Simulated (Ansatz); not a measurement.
# How fast states decay through NaYCl2F2, part 2 of 2

Wanted: the relaxed cell of NaYCl2F2, its band edges and its decay constants. It is built by putting Cl for part of the F in the NaYF4 structure of space group P4/mmm, with the volume rescaled by atomic radii. The parent structure comes from the Materials Project.

Ansatz 0.2.0; PBE DFT, plane waves, PAW files (the session's first sound run).

So far. Step 2 (Cell and atoms at rest): The largest force component on a free atom ends at 8.6e-4 eV/Å.

The structure was built from a prototype and need not be the compound's stable phase.

## Step 3: Band edges

The energy window and the wavevectors of the next steps follow from the band edges, so these are searched first, off the mesh as well.

input.yaml reads:

```yaml
crystal:
  lattice:
    - [4.3014161632, 0.0, 0.0]
    - [0.0, 4.3014161632, 0.0]
    - [0.0, 0.0, 6.1645016201]
  atoms:
    - { symbol: Na, position: [0.0, 0.0, -0.0424337143] }
    - { symbol: "Y", position: [0.5, 0.5, 0.5477524586] }
    - { symbol: F, position: [0.5, 0.0, 0.729115934] }
    - { symbol: Cl, position: [0.0, 0.5, 0.2682246939] }
    - { symbol: Cl, position: [0.5, 0.0, 0.2682246939] }
    - { symbol: F, position: [0.0, 0.5, 0.729115934] }
kpoints:
  mp_grid: { grid: [6, 6, 4] }
  band_path: { path: [VBM, CBM], npoints: 30 }
scf:
  occupations: { method: fixed }
hamiltonian:
  xc: pbe
output:
  eigenvalues: true
  write_potential: true
  write_density: true
  volumetric_format: npy
```

Command:

```console
> ansatz run input.yaml --threads 2 --pin off --max-ram 4096MiB --backend cpu --events-out ev --progress --plain --runs-dir out
```

Numbers of over 12 decimals in the logs are rounded to 6 here.

The program printed:

```text
[...]
Crystal: 6 atoms, lattice volume = 114.057 Å³
Basis set: ecut = 420 eV, 2213 PW (Γ)
Bands: 30, of which v1, the nominal top of the filled ones, is band 24 counted from 1 (23 counted from 0)
Symmetry: 8 space group operations
[...]
k-points: 30 of 144 (time reversal used)
[...]
SCF iter   1: F=—  HF=-9121.642284 eV  |F-HF|=—  |Δ(HF+E_count)|=         —  Δρ=1.53e-3  dr2=5.85e-3  ethr=1.77e-3  ⟨swp⟩=4.0  Hψ=3379  notcnv=0  defer=100
[...]
SCF iter   7: F=-9121.640337 eV  HF=-9121.640337 eV  |F-HF|=1.57e-8  |Δ(HF+E_count)|=   6.61e-7  Δρ=2.90e-6  dr2=1.18e-8  ethr=2.08e-10  ⟨swp⟩=9.2  Hψ=3244  notcnv=0
SCF 1 converged in 7 iterations: F = -9121.640337 eV  dr2 = 1.18e-8
[...]
NSCF: frozen V_eff on 40 k-points
[...]
SCF converged after 7 iterations
Free energy (F): -9121.640337 eV
[...]
Internal energy: -9121.640337 eV  (E = F + TS)
E sigma→0 (E₀):  -9121.640337 eV
Fermi energy:    5.142142 eV
[...]
--- Band table (eV; the first three rows and the last of 30) ---
  k-point 0: bands = [... 20 lower, 2.4984, 3.4060, 4.3356, 4.3356, 8.0787, 8.5648, 8.6021, 10.4282, ... 2 higher]
  k-point 1: bands = [... 20 lower, 2.0978, 3.1928, 4.3337, 4.3337, 8.1150, 8.6082, 9.1529, 10.4585, ... 2 higher]
  k-point 2: bands = [... 20 lower, 1.6185, 2.9644, 4.3319, 4.3319, 8.1841, 8.6144, 9.9736, 10.4899, ... 2 higher]
  k-point 29: bands = [... 20 lower, 2.3666, 2.3666, 4.3456, 5.1365, 8.5332, 8.7340, 9.3819, 9.3819, ... 2 higher]
```

It took 18 s on 2 threads of Arm Neoverse V2, shared host; peak memory 0.36 GiB; 36 s of CPU time.

This step gave:

| Quantity | Value |
| --- | --- |
| Fermi energy | 5.142 eV |
| gap on the k-mesh | 2.937 eV |
| gap on path | 2.936 eV, by band count; negative where bands overlap |
| direct gap on path | 3.268 eV |
| edge places on path | 0, 1.034 1/A along the path |

The electronic bands at the labelled points (eV, zero at the Fermi level (highest filled level under fixed occupations); v1 is the highest filled band, c1 the lowest empty one):

| point | v4 | v3 | v2 | v1 | c1 | c2 | c3 | c4 |
| --- | --- | --- | --- | --- | --- | --- | --- | --- |
| VBM | -2.34 | -2.34 | -0.78 | 0.00 | 3.27 | 3.51 | 4.44 | 4.44 |
| CBM | -2.66 | -1.74 | -0.81 | -0.81 | 2.94 | 3.44 | 3.46 | 5.29 |

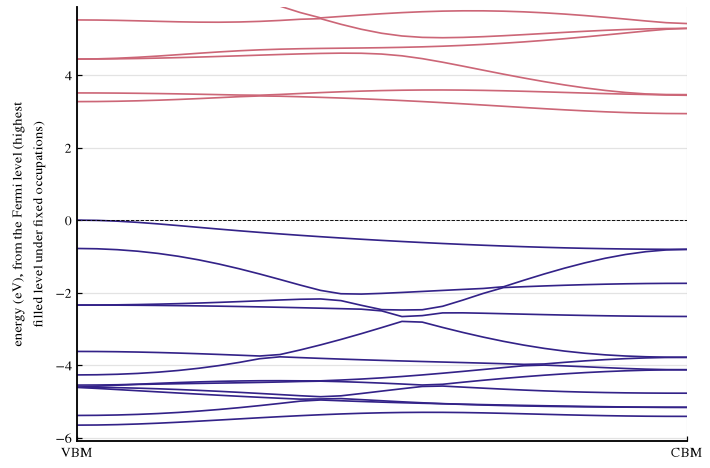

Electronic bands along the path; lines of filled and empty bands in two colours.

The searched edges give 2.94 eV, as on the mesh.

## Step 4: Decaying states in the gap, plane (110), k-mesh 4×8×8

This step: PBE DFT, plane waves, PAW files; complex bands by layer matching along the plane's normal (Ansatz 0.2.0).

The same crystal is laid in a cell whose first two vectors span the (110) plane (indices of the standard conventional cell, whose axes can be ordered otherwise than in the bulk input). At fixed energy and wavevector in the plane the solver finds all kz, real and complex. A few wavevectors are listed, (0, 0) and (-0.0417, 0) in units of the plane's reciprocal vectors; the slowest state needn't be among them.

input.yaml reads:

```yaml
crystal:
  lattice:
    - [6.16450162, 0.0, 0.0]
    - [0.0, 6.083121075, 0.0]
    - [0.0, 3.041560538, 3.041560538]
  atoms:
    - { symbol: Na, position: [0.9575662857, 0.0, 0.0] }
    - { symbol: "Y", position: [0.5477524586, 0.5, 0.0] }
    - { symbol: F, position: [0.729115934, 0.0, 0.5] }
    - { symbol: Cl, position: [0.2682246939, 0.5, 0.5] }
    - { symbol: Cl, position: [0.2682246939, 0.0, 0.5] }
    - { symbol: F, position: [0.729115934, 0.5, 0.5] }
kpoints:
  mp_grid: { grid: [4, 8, 8] }
scf:
  occupations: { method: fixed }
hamiltonian:
  xc: pbe
output:
  eigenvalues: true
  transmission:
    leads: [[0, 0]]
    kpoints: [[0.0, 0.0], [-0.0417, 0.0]]
    e_range: [-1.0, 3.94]
    de: 0.12
```

The program printed:

```text
[...]
Crystal: 6 atoms, lattice volume = 114.057 Å³
Basis set: ecut = 420 eV, 2213 PW (Γ)
Bands: 30, of which v1, the nominal top of the filled ones, is band 24 counted from 1 (23 counted from 0)
Symmetry: 8 space group operations
[...]
k-points: 45 of 256 (time reversal used)
[...]
SCF iter   1: F=—  HF=-9121.642358 eV  |F-HF|=—  |Δ(HF+E_count)|=         —  Δρ=1.52e-3  dr2=5.79e-3  ethr=1.77e-3  ⟨swp⟩=4.0  Hψ=5070  notcnv=0  defer=152
[...]
SCF iter   7: F=-9121.640397 eV  HF=-9121.640397 eV  |F-HF|=1.64e-8  |Δ(HF+E_count)|=   7.02e-7  Δρ=3.13e-6  dr2=1.36e-8  ethr=2.08e-10  ⟨swp⟩=9.2  Hψ=4975  notcnv=0
SCF 1 converged in 7 iterations: F = -9121.640397 eV  dr2 = 1.36e-8
[...]
transmission: 5 of 10 steps passed
transmission: 10 of 10 steps passed
SCF converged after 7 iterations
Free energy (F): -9121.640397 eV
[...]
Internal energy: -9121.640397 eV  (E = F + TS)
E sigma→0 (E₀):  -9121.640397 eV
Fermi energy:    5.142118 eV
[...]
--- Band table (eV; the first three rows and the last of 45) ---
  k-point 0: bands = [... 20 lower, 2.4984, 3.4060, 4.3356, 4.3356, 8.0787, 8.5649, 8.6021, 10.4282, ... 2 higher]
  k-point 1: bands = [... 20 lower, 2.5487, 3.3206, 3.5719, 4.4004, 8.2301, 8.6863, 9.0032, 10.0750, ... 2 higher]
  k-point 2: bands = [... 20 lower, 2.6393, 2.6758, 3.1234, 4.5828, 8.4641, 8.7137, 9.7271, 9.8957, ... 2 higher]
  k-point 44: bands = [... 20 lower, 2.2552, 2.4225, 2.6461, 2.7756, 8.5618, 8.9612, 9.5706, 10.4853, ... 2 higher]
--- Transmission ---
  basis      : 329 plane waves across, 5 finite elements along
  points     : 2, as listed
  energies   : 42 from -1.000000 to 3.920000 eV about the Fermi level, 0.120000 eV apart; the leads are filled to 1.468299 eV, and channels, transmission and decay are at 1.520000 eV
  crystal 0  : Na1Y1F2Cl2, at the sites [0, 0], period 3.0416 Å: whole cells are its period
    offset         : up to 0.0000 Å between an atom of the period and one for which it stands
    channels       : 0.000000e0 a spin
    conductance    : none, the energies end too early or step too widely for 300 K: set another output.transmission.e_range or a lower de, or, where they end at an eighth of basis.ecutwfc, a higher one
    slowest decay  : 0.2977 /Å at (0.0000, 0.0000)
```

The job ended after 79 s (2 threads; peak memory 0.91 GiB; 2.3 min of CPU time).

This step gave:

```yaml
free_energy: -9121.6404 eV
level_to_which_the_leads_are_filled: 1.468 eV from the Fermi level
decay_constant_at_the_filling_level_zone_centre: 0.2977 Å⁻¹
decay_constant_at_the_filling_level_slowest_listed_point: 0.2977 Å⁻¹
```

K parallel (0, 0); values up to 1.5 1/Å, a degenerate pair printed once or twice; energies at which all values exceed this have no row. The Im kz of the slowest decaying states by energy, zero at the highest filled level on the SCF mesh:

| energy (eV) | decay 1 (Å⁻¹) | decay 2 (Å⁻¹) | decay 3 (Å⁻¹) | decay 4 (Å⁻¹) |
| --- | --- | --- | --- | --- |
| -1.000 | 0.429 | 0.589 | 0.636 | 0.666 |
| -0.520 | 0.140 | 0.209 | 0.595 | 0.671 |
| -0.040 | 0.216 | 0.418 | 0.593 | 0.669 |
| 0.440 | 0.219 | 0.259 | 0.534 | 0.582 |
| 1.040 | 0.289 | 0.291 | 0.557 | 0.601 |
| 1.520 | 0.298 | 0.321 | 0.524 | 0.592 |
| 2.000 | 0.293 | 0.338 | 0.474 | 0.539 |
| 2.480 | 0.265 | 0.344 | 0.383 | 0.471 |
| 2.960 | 0.232 | 0.337 | 0.337 | 0.381 |
| 3.440 | 0.0133 | 0.0975 | 0.313 | 0.415 |

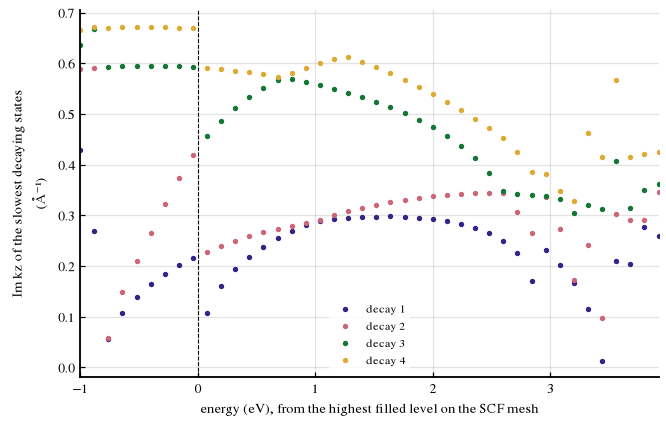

Im kz of the slowest decaying states against energy.

K parallel (-0.0417, 0); values up to 1.5 1/Å, a degenerate pair printed once or twice; energies at which all values exceed this have no row. Table of Im kz of the slowest decaying states by energy, zero at the highest filled level on the SCF mesh:

| energy (eV) | decay 1 (Å⁻¹) | decay 2 (Å⁻¹) | decay 3 (Å⁻¹) | decay 4 (Å⁻¹) |
| --- | --- | --- | --- | --- |
| -1.000 | 0.429 | 0.589 | 0.637 | 0.667 |
| -0.520 | 0.140 | 0.209 | 0.595 | 0.673 |
| -0.040 | 0.216 | 0.418 | 0.593 | 0.671 |
| 0.440 | 0.219 | 0.259 | 0.534 | 0.582 |
| 1.040 | 0.289 | 0.291 | 0.557 | 0.600 |
| 1.520 | 0.298 | 0.321 | 0.524 | 0.596 |
| 2.000 | 0.293 | 0.338 | 0.474 | 0.543 |
| 2.480 | 0.265 | 0.343 | 0.383 | 0.476 |
| 2.960 | 0.237 | 0.336 | 0.339 | 0.384 |
| 3.440 | 0.0156 | 0.0156 | 0.0176 | 0.100 |

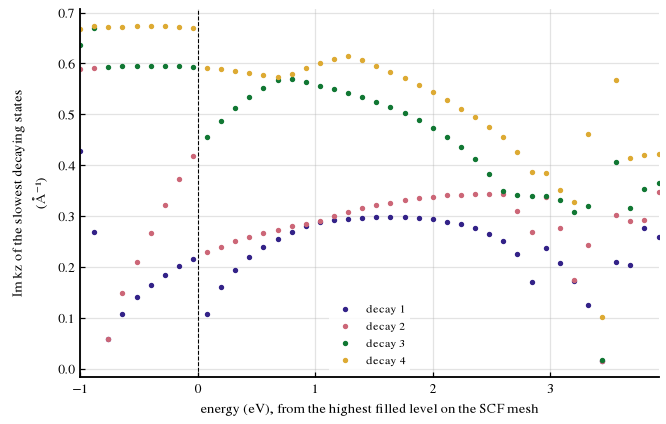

Im kz of the slowest decaying states against energy.

At the listed wavevectors the last open channel is at -0.04 eV and the next at +2.96 eV on the grid. At +1.52 eV, the grid energy nearest the filling level (the middle of the gap on the SCF mesh), the slowest state at the listed wavevectors decays with κ = 0.298 Å⁻¹, its amplitude falling by e over 3.4 Å. Through 1 nm of this crystal that state's transmission falls by exp(−2 × 0.298 Å⁻¹ × 10 Å) = 0.0026.

## Step 5: Complex bands, plane (001), k-mesh 6×6×4

The same for the (001) plane, at (0, 0), (-0.5, -0.5) and (0.5, 0), to see how the decay depends on direction.

input.yaml reads:

```yaml
crystal:
  lattice:
    - [4.301416163, 0.0, 0.0]
    - [0.0, 4.301416163, 0.0]
    - [0.0, 0.0, 6.16450162]
  atoms:
    - { symbol: Na, position: [0.0, 0.0, 0.9575662857] }
    - { symbol: "Y", position: [0.5, 0.5, 0.5477524586] }
    - { symbol: F, position: [0.5, 0.0, 0.729115934] }
    - { symbol: Cl, position: [0.0, 0.5, 0.2682246939] }
    - { symbol: Cl, position: [0.5, 0.0, 0.2682246939] }
    - { symbol: F, position: [0.0, 0.5, 0.729115934] }
kpoints:
  mp_grid: { grid: [6, 6, 4] }
scf:
  occupations: { method: fixed }
hamiltonian:
  xc: pbe
output:
  eigenvalues: true
  transmission:
    leads: [[0, 0]]
    kpoints: [[0.0, 0.0], [-0.5, -0.5], [0.5, 0.0]]
    e_range: [-1.0, 3.94]
    de: 0.08
```

The program printed:

```text
[...]
Crystal: 6 atoms, lattice volume = 114.057 Å³
Basis set: ecut = 420 eV, 2213 PW (Γ)
Bands: 30, of which v1, the nominal top of the filled ones, is band 24 counted from 1 (23 counted from 0)
Symmetry: 8 space group operations
[...]
k-points: 30 of 144 (time reversal used)
[...]
SCF iter   1: F=—  HF=-9121.642284 eV  |F-HF|=—  |Δ(HF+E_count)|=         —  Δρ=1.53e-3  dr2=5.85e-3  ethr=1.77e-3  ⟨swp⟩=4.0  Hψ=3379  notcnv=0  defer=100
[...]
SCF iter   7: F=-9121.640337 eV  HF=-9121.640337 eV  |F-HF|=1.57e-8  |Δ(HF+E_count)|=   6.61e-7  Δρ=2.90e-6  dr2=1.18e-8  ethr=2.08e-10  ⟨swp⟩=9.2  Hψ=3244  notcnv=0
SCF 1 converged in 7 iterations: F = -9121.640337 eV  dr2 = 1.18e-8
[...]
transmission: 10 of 30 steps passed
transmission: 20 of 30 steps passed
transmission: 30 of 30 steps passed
SCF converged after 7 iterations
Free energy (F): -9121.640337 eV
[...]
Internal energy: -9121.640337 eV  (E = F + TS)
E sigma→0 (E₀):  -9121.640337 eV
Fermi energy:    5.142142 eV
[...]
--- Band table (eV; the first three rows and the last of 30) ---
  k-point 0: bands = [... 20 lower, 2.4984, 3.4060, 4.3356, 4.3356, 8.0787, 8.5648, 8.6021, 10.4282, ... 2 higher]
  k-point 1: bands = [... 20 lower, 2.0978, 3.1928, 4.3337, 4.3337, 8.1150, 8.6082, 9.1529, 10.4585, ... 2 higher]
  k-point 2: bands = [... 20 lower, 1.6185, 2.9644, 4.3319, 4.3319, 8.1841, 8.6144, 9.9736, 10.4899, ... 2 higher]
  k-point 29: bands = [... 20 lower, 2.3666, 2.3666, 4.3456, 5.1365, 8.5332, 8.7340, 9.3819, 9.3819, ... 2 higher]
--- Transmission ---
  basis      : 161 plane waves across, 10 finite elements along
  points     : 3, as listed
[...]
crystal 0  : Cl2Y1F2Na1, at the sites [0, 0], period 6.1645 Å: whole cells are its period
[...]
channels       : 0.000000e0 a spin
[...]
slowest decay  : 0.3753 /Å at (0.0000, 0.0000)
```

It took 36 s on 2 threads; peak memory 0.52 GiB.

This step gave:

```yaml
free_energy: -9121.6403 eV
decay_constant_at_the_filling_level_zone_centre: 0.3753 Å⁻¹
decay_constant_at_the_filling_level_slowest_listed_point: 0.3753 Å⁻¹
```

K parallel (0, 0); values up to 1.5 1/Å, a degenerate pair printed once or twice; energies at which all values exceed this have no row. The Im kz of the slowest decaying states by energy, zero at the highest filled level on the SCF mesh:

| energy (eV) | decay 1 (Å⁻¹) | decay 2 (Å⁻¹) | decay 3 (Å⁻¹) | decay 4 (Å⁻¹) |
| --- | --- | --- | --- | --- |
| -1.000 | 0.362 | 0.367 | 0.848 | 0.981 |
| -0.520 | 0.388 | 0.430 | 0.841 | 0.934 |
| -0.040 | 0.399 | 0.474 | 0.884 | 0.951 |
| 0.520 | 0.400 | 0.508 | 0.818 | 1.00 |
| 1.000 | 0.392 | 0.526 | 0.753 | 1.02 |
| 1.480 | 0.375 | 0.537 | 0.676 | 1.03 |
| 1.960 | 0.350 | 0.542 | 0.577 | 1.02 |
| 2.520 | 0.353 | 0.538 | 1.00 | 1.01 |
| 3.000 | 0.153 | 0.528 | 0.853 | 0.968 |
| 3.480 | 0.235 | 0.376 | 0.510 | 0.914 |

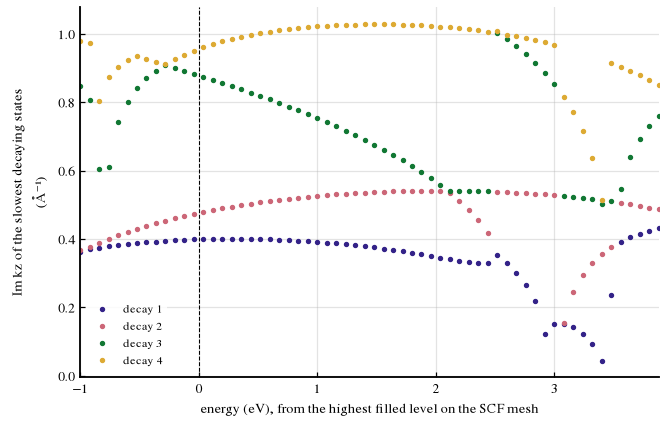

Im kz of the slowest decaying states, plotted against energy.

K parallel (-0.5, -0.5); values up to 1.5 1/Å, a degenerate pair printed once or twice; energies at which all values exceed this have no row. Table of Im kz of the slowest decaying states by energy, zero at the highest filled level on the SCF mesh:

| energy (eV) | decay 1 (Å⁻¹) | decay 2 (Å⁻¹) | decay 3 (Å⁻¹) | decay 4 (Å⁻¹) |
| --- | --- | --- | --- | --- |
| -1.000 | 0.482 | 0.665 | 0.728 | 1.06 |
| -0.520 | 0.532 | 0.692 | 0.728 | 0.960 |
| -0.040 | 0.53 | 0.571 | 0.721 | 0.841 |
| 0.520 | 0.606 | 0.704 | 0.908 | 0.952 |
| 1.000 | 0.632 | 0.682 | 0.936 | 0.974 |
| 1.480 | 0.651 | 0.657 | 0.937 | 0.948 |
| 1.960 | 0.606 | 0.684 | 0.894 | 0.949 |
| 2.520 | 0.525 | 0.727 | 0.830 | 0.920 |
| 3.000 | 0.380 | 0.729 | 0.775 | 0.780 |
| 3.480 | 0.188 | 0.251 | 0.607 | 0.843 |

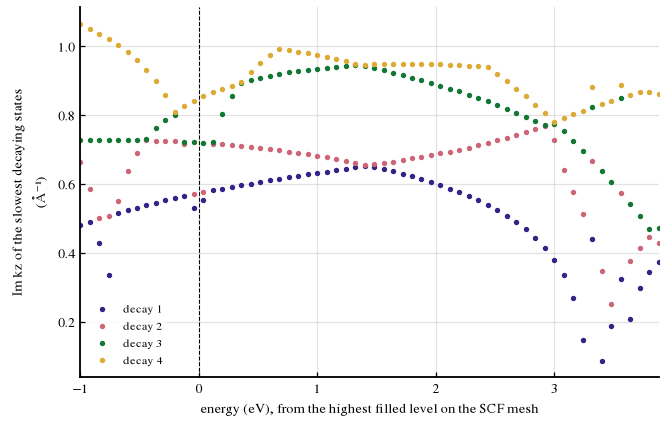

Im kz of the slowest decaying states, plotted against energy.

K parallel (0.5, 0); values up to 1.5 1/Å, a degenerate pair printed once or twice; energies at which all values exceed this have no row. Im kz of the slowest decaying states against energy, zero at the highest filled level on the SCF mesh:

| energy (eV) | decay 1 (Å⁻¹) | decay 2 (Å⁻¹) | decay 3 (Å⁻¹) | decay 4 (Å⁻¹) |
| --- | --- | --- | --- | --- |
| -1.000 | 0.389 | 0.466 | 0.872 | 0.874 |
| -0.520 | 0.429 | 0.512 | 0.910 | 0.914 |
| -0.040 | 0.456 | 0.545 | 0.931 | 0.943 |
| 0.520 | 0.474 | 0.575 | 0.941 | 0.968 |
| 1.000 | 0.482 | 0.595 | 0.942 | 0.943 |
| 1.480 | 0.482 | 0.610 | 0.907 | 0.934 |
| 1.960 | 0.477 | 0.625 | 0.863 | 0.919 |
| 2.520 | 0.468 | 0.643 | 0.660 | 0.888 |
| 3.000 | 0.449 | 0.671 | 0.839 | 0.944 |
| 3.480 | 0.219 | 0.375 | 0.728 | 0.733 |

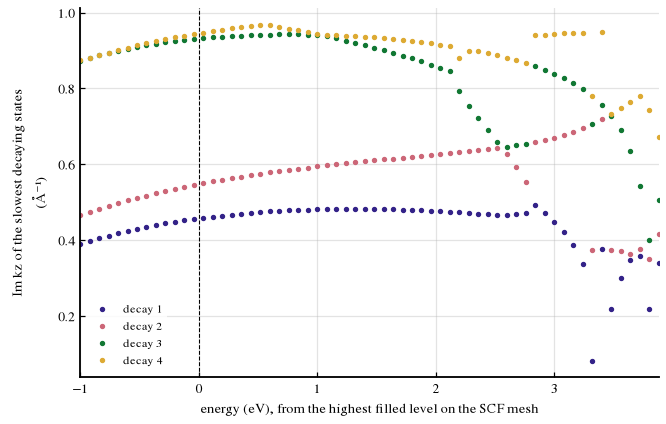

Im kz of the slowest decaying states, plotted against energy.

At +1.48 eV, the grid energy nearest the filling level (the middle of the gap on the SCF mesh), the slowest state at the listed wavevectors decays with κ = 0.375 Å⁻¹, its amplitude falling by e over 2.7 Å; the first such run, plane (110), gave 0.298 Å⁻¹.

## Step 6: Outcome

```json
{
  "band gap": "2.94 eV",
  "least decay constant at mid-gap, normal to (110)": "0.298 Å⁻¹",
  "least decay constant at mid-gap, normal to (001)": "0.375 Å⁻¹"
}
```

With PBE, the slowest decay at the wavevectors tried is κ = 0.298 Å⁻¹, normal to (110). Through such a film the transmission near mid-gap falls as exp(−2κd), a factor of ten every 3.9 Å. The decay depends on direction: 1.3 times faster normal to (001). A free electron under a barrier of half the gap would need a mass of 0.23 mₑ to decay at this rate. The compound is made up by substitution; its stability against other phases and against distortions of the cell's symmetry was not tested. A semilocal functional narrows gaps, so real decay constants are likely larger.

[Logs are printed without paths, hosts, clocks, repeated set-up lines and the standing remarks that a program may print on its own settings, such as how far it seeks lower states.]

[Hosts, paths, dates, database ids (printed as entryN), source tags and the programs' standing remarks are cut or masked in the printed files.]

[New means built here by substitution; the compound itself may be known and measured.]
